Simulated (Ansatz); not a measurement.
Geometry relaxation, with input and output: CH$_{7}$NSi

System: CH$_{7}$NSi.
Method: RKS PBE0-D4/def2-TZVP (Ansatz 0.2.0).

Figures and captions count atoms from 1; the log counts them from 0 in places.

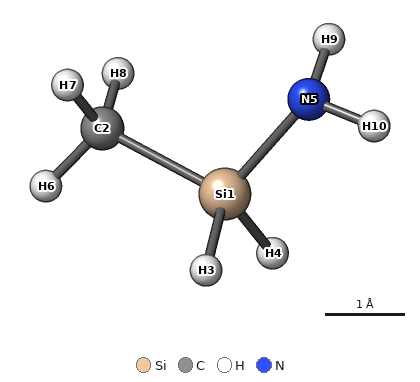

Figure 1. The starting structure (ball-and-stick view, seen at a tilt; atoms are numbered from 1 in the order of the input). Bond lengths as drawn: C–H 1.09 Å, C–Si 1.86 Å, H–N 1.01 Å, H–Si 1.49 Å and N–Si 1.75 Å.

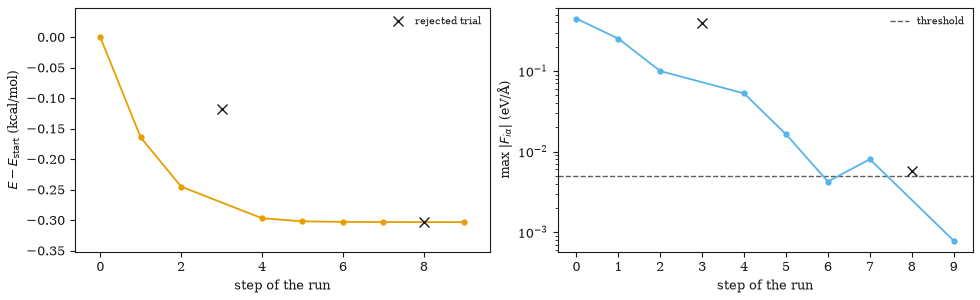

Figure 2. Progress of the relaxation, step by step (the first geometry is step 0 here and step 1 in the log).

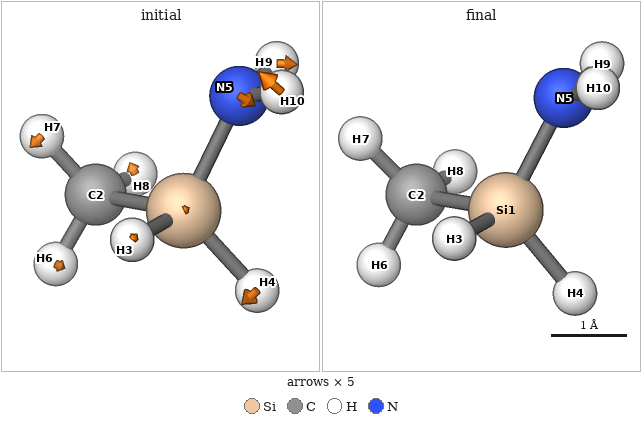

Figure 3. Before (left) and after (right) the relaxation, at one scale (ball-and-stick view, seen at a tilt). The orange arrows give the displacements, magnified 5 times. Over 9 geometry steps the energy falls by 0.30 kcal/mol. The largest force component goes from 0.45 to 0.00078 eV/Å. The line search rejected the trial steps at points 3, 8 (counted from 0) and went back. The atom that moves furthest after the best rigid fit is H10 (0.091 Å). Largest moves by element: H 0.091 Å, N 0.058 Å, Si 0.019 Å, C 0.007 Å. Among the contacts that change: Si1–N5 1.747 → 1.724 Å, Si1–C2 1.858 → 1.864 Å. Among the angles that change: Si1–N5–H9 116.6° → 119.7°, Si1–N5–H10 116.6° → 119.0°, C2–Si1–H4 109.9° → 107.9°. (Atoms are counted from 1 in the order of the input.)

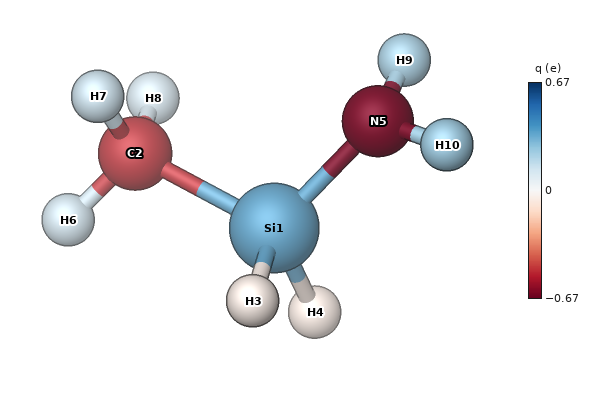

Figure 4. Mulliken charges, as the colour of each atom (ball-and-stick view, seen at a tilt; atoms are numbered from 1 in the order of the input). By element: Si +0.36, C −0.49, H −0.07 to +0.24 and N −0.63 e.

These pictures come from the run below.

Input
```yaml
crystal:
  periodic: [false, false, false]
  atoms:
    - {symbol: Si, position_ang: [-0.412823, 0.422196, 1.030618]}
    - {symbol: C, position_ang: [0.023963, -1.378537, 0.898570]}
    - {symbol: H, position_ang: [-1.828772, 0.689857, 0.661722]}
    - {symbol: H, position_ang: [-0.222426, 0.890309, 2.436914]}
    - {symbol: N, position_ang: [0.546112, 1.315009, -0.125027]}
    - {symbol: H, position_ang: [-0.604968, -1.976502, 1.562615]}
    - {symbol: H, position_ang: [-0.113762, -1.721933, -0.129355]}
    - {symbol: H, position_ang: [1.065275, -1.550865, 1.183962]}
    - {symbol: H, position_ang: [1.550531, 1.230893, -0.041313]}
    - {symbol: H, position_ang: [0.313049, 2.290763, -0.247592]}
basis:
  gaussian: {orbitals: def2-TZVP}
hamiltonian: {xc: pbe0, dispersion: d4}
relax: {f_tol: 0.005, max_steps: 200}
```

Launched with:
```bash
ansatz run in.yaml --threads 4 --pin off --events-out ev --progress --plain --max-ram 9574MiB
```

Log
```
Functional definition: PBE0
  name "PBE0"
  cite "Adamo & Barone, J. Chem. Phys. 110, 6158 (1999) doi:10.1063/1.478522"
  cite "Perdew, Burke & Ernzerhof, Phys. Rev. Lett. 77, 3865 (1996) doi:10.1103/PhysRevLett.77.3865"
  parent pbe
  parameter a = 0.25
  parameter kappa = 0.804
  parameter beta = 0.06672455060314922
  exchange = (1 - a)*pbe_x(kappa = kappa, mu = beta*pi^2/3) + a*exact_x
  correlation = pbe_c(beta = beta)
911 factors; their error is unknown
mean field evaluation 1: about -10504.5291 eV, gradient 7.1e1 eV
mean field evaluation 2: about -10496.0677 eV, gradient 8.9e1 eV
mean field evaluation 4: about -10514.4588 eV, gradient 4.8e0 eV
mean field evaluation 8: about -10514.5110 eV, gradient 1.5e-2 eV
mean field evaluation 16: about -10514.5408 eV, gradient 5.9e-6 eV
mean field -10514.54084803 eV, -386.4022491533 hartree, gradient 5.9e-6 eV, S^2 0.000000; 0 other end points of the search recorded, 0 dependent functions left out
the calculation of the forces begins
reference -10514.54087778 eV, -386.4022502464 hartree; 17, 17 occupied and 124, 124 virtual orbitals, 911 factors
relax step   1: F+E_penalty+E_count = -10514.67051068 eV  Δ(F+E_penalty+E_count) = +0.000e0 eV  max|allowed force component| = 4.464e-1 eV/Å  Δτ_max = 0.0000 Å  (26 SCF iters, accepted)
these checks for a lower state are left out or cut short: starts, cluster_reference, orbital_swaps, neighbouring_geometries, increment
911 factors; their error is unknown
mean field -10514.54794468 eV, -386.4025099506 hartree, gradient 1.2e-5 eV, S^2 0.000000; 0 other end points of the search recorded, 0 dependent functions left out
the calculation of the forces begins
reference -10514.54797449 eV, -386.4025110460 hartree; 17, 17 occupied and 124, 124 virtual orbitals, 911 factors
relax step   2: F+E_penalty+E_count = -10514.67764469 eV  Δ(F+E_penalty+E_count) = -7.134e-3 eV  max|allowed force component| = 2.522e-1 eV/Å  Δτ_max = 0.0271 Å  (30 SCF iters, accepted)
these checks for a lower state are left out or cut short: starts, cluster_reference, orbital_swaps, neighbouring_geometries, increment
911 factors; their error is unknown
mean field -10514.55134164 eV, -386.4026347864 hartree, gradient 1.2e-5 eV, S^2 0.000000; 0 other end points of the search recorded, 0 dependent functions left out
the calculation of the forces begins
reference -10514.55137148 eV, -386.4026358829 hartree; 17, 17 occupied and 124, 124 virtual orbitals, 911 factors
relax step   3: F+E_penalty+E_count = -10514.68113795 eV  Δ(F+E_penalty+E_count) = -3.493e-3 eV  max|allowed force component| = 9.966e-2 eV/Å  Δτ_max = 0.0171 Å  (30 SCF iters, accepted)
these checks for a lower state are left out or cut short: starts, cluster_reference, orbital_swaps, neighbouring_geometries, increment
911 factors; their error is unknown
mean field evaluation 32: about -10514.4577 eV, gradient 4.7e0 eV
mean field -10514.54577416 eV, -386.4024301854 hartree, gradient 1.3e-5 eV, S^2 0.000000; 0 other end points of the search recorded, 0 dependent functions left out
the calculation of the forces begins
reference -10514.54580408 eV, -386.4024312847 hartree; 17, 17 occupied and 124, 124 virtual orbitals, 911 factors
relax step   4: F+E_penalty+E_count = -10514.67562253 eV  Δ(F+E_penalty+E_count) = +5.515e-3 eV  max|allowed force component| = 3.966e-1 eV/Å  Δτ_max = 0.0604 Å  (29 SCF iters, rejected (line search))
these checks for a lower state are left out or cut short: starts, cluster_reference, orbital_swaps, neighbouring_geometries, increment
911 factors; their error is unknown
mean field -10514.55366701 eV, -386.4027202421 hartree, gradient 1.2e-5 eV, S^2 0.000000; 0 other end points of the search recorded, 0 dependent functions left out
the calculation of the forces begins
reference -10514.55369693 eV, -386.4027213417 hartree; 17, 17 occupied and 124, 124 virtual orbitals, 911 factors
relax step   5: F+E_penalty+E_count = -10514.68338536 eV  Δ(F+E_penalty+E_count) = -2.247e-3 eV  max|allowed force component| = 5.265e-2 eV/Å  Δτ_max = 0.0285 Å  (29 SCF iters, accepted)
these checks for a lower state are left out or cut short: starts, cluster_reference, orbital_swaps, neighbouring_geometries, increment
911 factors; their error is unknown
mean field -10514.55387977 eV, -386.4027280609 hartree, gradient 1.2e-5 eV, S^2 0.000000; 0 other end points of the search recorded, 0 dependent functions left out
the calculation of the forces begins
reference -10514.55390970 eV, -386.4027291610 hartree; 17, 17 occupied and 124, 124 virtual orbitals, 911 factors
relax step   6: F+E_penalty+E_count = -10514.68360423 eV  Δ(F+E_penalty+E_count) = -2.189e-4 eV  max|allowed force component| = 1.640e-2 eV/Å  Δτ_max = 0.0178 Å  (30 SCF iters, accepted)
these checks for a lower state are left out or cut short: starts, cluster_reference, orbital_swaps, neighbouring_geometries, increment
911 factors; their error is unknown
mean field -10514.55393604 eV, -386.4027301290 hartree, gradient 1.2e-5 eV, S^2 0.000000; 0 other end points of the search recorded, 0 dependent functions left out
the calculation of the forces begins
reference -10514.55396599 eV, -386.4027312295 hartree; 17, 17 occupied and 124, 124 virtual orbitals, 911 factors
relax step   7: F+E_penalty+E_count = -10514.68364716 eV  Δ(F+E_penalty+E_count) = -4.293e-5 eV  max|allowed force component| = 4.241e-3 eV/Å  Δτ_max = 0.0104 Å  (29 SCF iters, accepted)
these checks for a lower state are left out or cut short: starts, cluster_reference, orbital_swaps, neighbouring_geometries, increment
911 factors; their error is unknown
mean field evaluation 64: about -10514.5540 eV, gradient 2.7e-3 eV
mean field -10514.55396677 eV, -386.4027312582 hartree, gradient 1.2e-5 eV, S^2 0.000000; 0 other end points of the search recorded, 0 dependent functions left out
the calculation of the forces begins
reference -10514.55399673 eV, -386.4027323592 hartree; 17, 17 occupied and 124, 124 virtual orbitals, 911 factors
relax step   8: F+E_penalty+E_count = -10514.68365636 eV  Δ(F+E_penalty+E_count) = -9.200e-6 eV  max|allowed force component| = 8.025e-3 eV/Å  Δτ_max = 0.0093 Å  (31 SCF iters, accepted)
these checks for a lower state are left out or cut short: starts, cluster_reference, orbital_swaps, neighbouring_geometries, increment
911 factors; their error is unknown
mean field -10514.55396898 eV, -386.4027313395 hartree, gradient 1.9e-5 eV, S^2 0.000000; 0 other end points of the search recorded, 0 dependent functions left out
the calculation of the forces begins
reference -10514.55399894 eV, -386.4027324404 hartree; 17, 17 occupied and 124, 124 virtual orbitals, 911 factors
relax step   9: F+E_penalty+E_count = -10514.68365572 eV  Δ(F+E_penalty+E_count) = +6.365e-7 eV  max|allowed force component| = 5.730e-3 eV/Å  Δτ_max = 0.0021 Å  (21 SCF iters, rejected (line search))
these checks for a lower state are left out or cut short: starts, cluster_reference, orbital_swaps, neighbouring_geometries, increment
911 factors; their error is unknown
mean field -10514.55397098 eV, -386.4027314128 hartree, gradient 1.1e-5 eV, S^2 0.000000; 0 other end points of the search recorded, 0 dependent functions left out
the calculation of the forces begins
reference -10514.55400094 eV, -386.4027325137 hartree; 17, 17 occupied and 124, 124 virtual orbitals, 911 factors
relax step  10: F+E_penalty+E_count = -10514.68366088 eV  Δ(F+E_penalty+E_count) = -4.523e-6 eV  max|allowed force component| = 7.844e-4 eV/Å  Δτ_max = 0.0011 Å  (19 SCF iters, accepted)
911 factors; their error is unknown
mean field -10514.55397098 eV, -386.4027314128 hartree, gradient 1.1e-5 eV, S^2 0.000000; 1 other end points of the search recorded, 0 dependent functions left out
the calculation of the forces begins
reference -10514.55400094 eV, -386.4027325137 hartree; 17, 17 occupied and 124, 124 virtual orbitals, 911 factors
Total energy: -10514.68369084 eV, -386.4074985297 hartree
Atom 0 at    -0.399256     0.435090     1.029849 Å, force    -0.000402    -0.000466     0.000784 eV/Å
Atom 1 at     0.018447    -1.376830     0.895587 Å, force    -0.000072    -0.000375    -0.000193 eV/Å
Atom 2 at    -1.813808     0.702946     0.651549 Å, force     0.000381     0.000090    -0.000011 eV/Å
Atom 3 at    -0.246117     0.836395     2.463748 Å, force    -0.000077     0.000168    -0.000049 eV/Å
Atom 4 at     0.571515     1.332987    -0.076539 Å, force     0.000157     0.000383    -0.000467 eV/Å
Atom 5 at    -0.590481    -1.964421     1.587353 Å, force    -0.000058     0.000286    -0.000070 eV/Å
Atom 6 at    -0.155303    -1.743084    -0.118319 Å, force     0.000112     0.000039    -0.000109 eV/Å
Atom 7 at     1.067686    -1.554583     1.147271 Å, force     0.000094    -0.000047     0.000139 eV/Å
Atom 8 at     1.576221     1.277285    -0.018169 Å, force    -0.000132    -0.000011    -0.000057 eV/Å
Atom 9 at     0.287276     2.265405    -0.331215 Å, force    -0.000003    -0.000067     0.000031 eV/Å
Dipole moment:     0.202355     0.071604    -0.033546 e Å
```

Trajectory as extended XYZ (Å, eV, eV/Å), 10 frames, from step=1 to step=10
```
10
Properties=species:S:1:pos:R:3:forces:R:3 step=1 energy=-10514.67051
Si   -0.4128    0.4222    1.0306    0.2426   0.4464  -0.3657
C     0.0240   -1.3785    0.8986    0.0015  -0.0422   0.0332
H    -1.8288    0.6899    0.6617   -0.0324  -0.0486   0.0375
H    -0.2224    0.8903    2.4369   -0.0340  -0.0821   0.0691
N     0.5461    1.3150   -0.1250   -0.0995  -0.1421   0.3014
H    -0.6050   -1.9765    1.5626    0.0031  -0.0319  -0.0290
H    -0.1138   -1.7219   -0.1294   -0.0089  -0.0352   0.0368
H     1.0653   -1.5509    1.1840   -0.0049  -0.0017  -0.0126
H     1.5505    1.2309   -0.0413   -0.0477  -0.0135  -0.0352
H     0.3130    2.2908   -0.2476   -0.0198  -0.0491  -0.0354
10
Properties=species:S:1:pos:R:3:forces:R:3 step=2 energy=-10514.67764
Si   -0.4082    0.4328    1.0256    0.1267   0.1702  -0.1765
C     0.0220   -1.3731    0.8994    0.0125  -0.0336  -0.0151
H    -1.8307    0.6834    0.6675    0.0021   0.0082  -0.0040
H    -0.2320    0.8669    2.4467   -0.0038  -0.0078   0.0089
N     0.5542    1.3185   -0.1225   -0.1118  -0.0592   0.2522
H    -0.6032   -1.9719    1.5660   -0.0025   0.0036   0.0002
H    -0.1221   -1.7252   -0.1243    0.0006  -0.0240   0.0076
H     1.0647   -1.5471    1.1781    0.0044  -0.0054  -0.0046
H     1.5581    1.2380   -0.0385   -0.0272  -0.0102  -0.0320
H     0.3133    2.2890   -0.2669   -0.0010  -0.0418  -0.0368
10
Properties=species:S:1:pos:R:3:forces:R:3 step=3 energy=-10514.68114
Si   -0.4037    0.4383    1.0231   -0.0388  -0.0673   0.0305
C     0.0226   -1.3721    0.8969   -0.0036  -0.0118  -0.0166
H    -1.8259    0.6902    0.6631    0.0043   0.0120  -0.0079
H    -0.2368    0.8575    2.4512    0.0026   0.0012  -0.0110
N     0.5565    1.3206   -0.1085    0.0222   0.0997   0.0562
H    -0.5990   -1.9659    1.5714   -0.0004   0.0068   0.0148
H    -0.1302   -1.7354   -0.1216    0.0009   0.0045  -0.0005
H     1.0669   -1.5488    1.1683    0.0036   0.0008   0.0027
H     1.5603    1.2431   -0.0315   -0.0111   0.0049  -0.0373
H     0.3056    2.2836   -0.2812    0.0203  -0.0508  -0.0309
10
Properties=species:S:1:pos:R:3:forces:R:3 step=4 energy=-10514.67562 accepted=F
Si   -0.4093    0.4376    1.0341    0.1741  -0.0351  -0.1626
C     0.0227   -1.3691    0.8942    0.0393  -0.0374   0.3490
H    -1.8157    0.6960    0.6417   -0.0961   0.0246  -0.0325
H    -0.2794    0.8326    2.4600    0.0169   0.0523   0.1889
N     0.5760    1.3402   -0.0548   -0.2909  -0.3177   0.0740
H    -0.5714   -1.9618    1.6004    0.0505   0.0614  -0.0900
H    -0.1658   -1.7335   -0.1092   -0.0401  -0.1054  -0.2432
H     1.0780   -1.5456    1.1314   -0.0695   0.0399  -0.0234
H     1.5710    1.2465   -0.0589    0.3450  -0.0793   0.0520
H     0.3101    2.2683   -0.3077   -0.1291   0.3966  -0.1121
10
Properties=species:S:1:pos:R:3:forces:R:3 step=5 energy=-10514.68339
Si   -0.4028    0.4372    1.0275   -0.0059  -0.0356   0.0046
C     0.0214   -1.3742    0.8962    0.0024   0.0004   0.0252
H    -1.8200    0.6953    0.6537   -0.0033   0.0092  -0.0068
H    -0.2519    0.8427    2.4601    0.0069   0.0049   0.0057
N     0.5657    1.3320   -0.0840   -0.0128   0.0526  -0.0004
H    -0.5903   -1.9641    1.5843    0.0079   0.0146  -0.0057
H    -0.1466   -1.7416   -0.1177   -0.0004  -0.0034  -0.0195
H     1.0696   -1.5500    1.1540   -0.0075   0.0024  -0.0032
H     1.5697    1.2534   -0.0387   -0.0004  -0.0002  -0.0002
H     0.3013    2.2804   -0.3041    0.0131  -0.0450   0.0003
10
Properties=species:S:1:pos:R:3:forces:R:3 step=6 energy=-10514.68360
Si   -0.4027    0.4361    1.0290    0.0087  -0.0051  -0.0005
C     0.0203   -1.3748    0.8953   -0.0032   0.0016   0.0005
H    -1.8181    0.6996    0.6520   -0.0048   0.0033  -0.0021
H    -0.2504    0.8381    2.4627   -0.0011   0.0018   0.0026
N     0.5682    1.3336   -0.0777    0.0085  -0.0164   0.0053
H    -0.5878   -1.9630    1.5872   -0.0007  -0.0015   0.0003
H    -0.1519   -1.7426   -0.1182    0.0004   0.0009  -0.0007
H     1.0696   -1.5499    1.1484    0.0012   0.0006  -0.0004
H     1.5726    1.2612   -0.0279   -0.0079   0.0080  -0.0032
H     0.2963    2.2729   -0.3195   -0.0009   0.0067  -0.0019
10
Properties=species:S:1:pos:R:3:forces:R:3 step=7 energy=-10514.68365
Si   -0.4009    0.4356    1.0295   -0.0042  -0.0028  -0.0013
C     0.0193   -1.3758    0.8953   -0.0006  -0.0004   0.0016
H    -1.8159    0.7018    0.6513    0.0008   0.0004   0.0007
H    -0.2488    0.8371    2.4635    0.0004   0.0008   0.0004
N     0.5700    1.3329   -0.0770    0.0026   0.0014  -0.0002
H    -0.5882   -1.9638    1.5880   -0.0001  -0.0003  -0.0002
H    -0.1547   -1.7432   -0.1182    0.0007   0.0016   0.0005
H     1.0690   -1.5517    1.1466   -0.0005  -0.0006  -0.0007
H     1.5744    1.2694   -0.0220    0.0014   0.0028  -0.0020
H     0.2919    2.2688   -0.3259   -0.0004  -0.0029   0.0011
10
Properties=species:S:1:pos:R:3:forces:R:3 step=8 energy=-10514.68366
Si   -0.3996    0.4350    1.0294   -0.0009   0.0004   0.0080
C     0.0184   -1.3768    0.8957    0.0010  -0.0015  -0.0034
H    -1.8143    0.7031    0.6516    0.0031  -0.0007  -0.0016
H    -0.2464    0.8362    2.4634   -0.0004   0.0005  -0.0006
N     0.5717    1.3329   -0.0764    0.0045   0.0049  -0.0037
H    -0.5897   -1.9646    1.5880   -0.0005   0.0013  -0.0003
H    -0.1560   -1.7432   -0.1181   -0.0002  -0.0013  -0.0002
H     1.0679   -1.5543    1.1463   -0.0010   0.0010   0.0005
H     1.5765    1.2774   -0.0175   -0.0063  -0.0004  -0.0001
H     0.2877    2.2654   -0.3314    0.0006  -0.0042   0.0013
10
Properties=species:S:1:pos:R:3:forces:R:3 step=9 energy=-10514.68366 accepted=F
Si   -0.3986    0.4350    1.0305   -0.0030   0.0007  -0.0057
C     0.0182   -1.3771    0.8956    0.0032  -0.0002   0.0028
H    -1.8128    0.7027    0.6511   -0.0011   0.0011   0.0026
H    -0.2456    0.8371    2.4642    0.0000  -0.0022  -0.0008
N     0.5717    1.3329   -0.0763    0.0049  -0.0007   0.0007
H    -0.5911   -1.9647    1.5870    0.0002  -0.0002   0.0003
H    -0.1555   -1.7428   -0.1185   -0.0008   0.0012  -0.0003
H     1.0673   -1.5554    1.1472   -0.0002  -0.0009   0.0008
H     1.5766    1.2790   -0.0176   -0.0028  -0.0004   0.0003
H     0.2860    2.2645   -0.3322   -0.0004   0.0017  -0.0005
10
Properties=species:S:1:pos:R:3:forces:R:3 step=10 energy=-10514.68366
Si   -0.3993    0.4351    1.0298   -0.0004  -0.0005   0.0008
C     0.0184   -1.3768    0.8956   -0.0001  -0.0004  -0.0002
H    -1.8138    0.7029    0.6515    0.0004   0.0001   0.0000
H    -0.2461    0.8364    2.4637   -0.0001   0.0002   0.0000
N     0.5715    1.3330   -0.0765    0.0002   0.0004  -0.0005
H    -0.5905   -1.9644    1.5874   -0.0001   0.0003  -0.0001
H    -0.1553   -1.7431   -0.1183    0.0001   0.0000  -0.0001
H     1.0677   -1.5546    1.1473    0.0001   0.0000   0.0001
H     1.5762    1.2773   -0.0182   -0.0001   0.0000  -0.0001
H     0.2873    2.2654   -0.3312    0.0000  -0.0001   0.0000
```

Results in brief

| quantity | value |
| --- | --- |
| outcome | converged |
| total energy | −10514.6837 eV |
| mean-field energy | −10514.5540 eV |
| dispersion energy | −0.1297 eV |
| SCF solution under orbital rotations | stable |
| largest force (length of the vector) at the end | 0.001 eV/Å |
| dipole moment | 1.04 D |
| hardware | 4 threads of Arm Neoverse V1, 23 GiB of memory available, shared host |
| wall time | 13 s (CPU time 47 s) |
| peak memory | 0.54 GiB |
